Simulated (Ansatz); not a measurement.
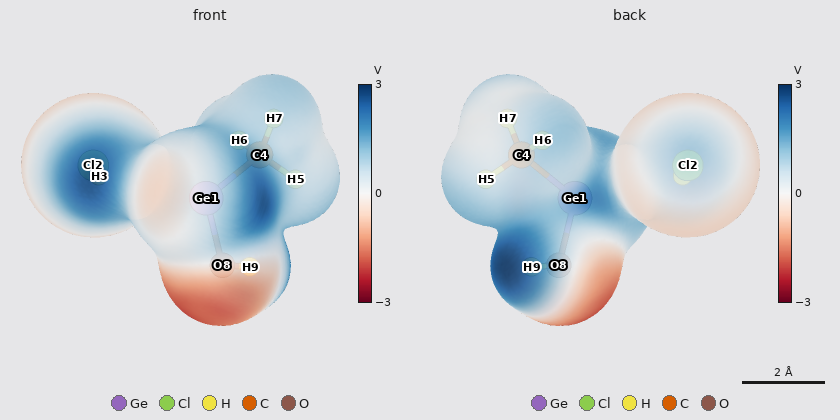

Figure. CH4GeO···HCl. The electrostatic potential painted on the density surface at 0.004 e/bohr³, seen from the front and from behind; the colour scale runs from red (negative) to blue (positive).

Not at a stationary point (largest force 1.0 eV/Å).

Computed with RKS B3LYP/def2-SVP in Ansatz.

```tsv
atom	x (Å)	y (Å)	z (Å)
Ge	0.1914	-0.1850	-0.8721
Cl	1.8828	0.3461	2.0539
H	2.2935	-0.1883	0.9012
C	-1.0252	1.4139	-0.7169
H	-2.0860	1.1465	-0.8620
H	-0.9074	1.8498	0.2919
H	-0.7477	2.1946	-1.4441
O	-0.9818	-1.4676	-0.4024
H	-1.8671	-1.1590	-0.1508
```

Describe the electrostatic potential map.

Answer. The most negative region (about −1.9 V) lies over O8, the most positive (about +2.8 V) over H9. Cl2 shows a σ-hole: about +0.8 V at the tip opposite its bond, against about −0.3 V on its flanks. O8 is the likeliest acceptor of a hydrogen bond.
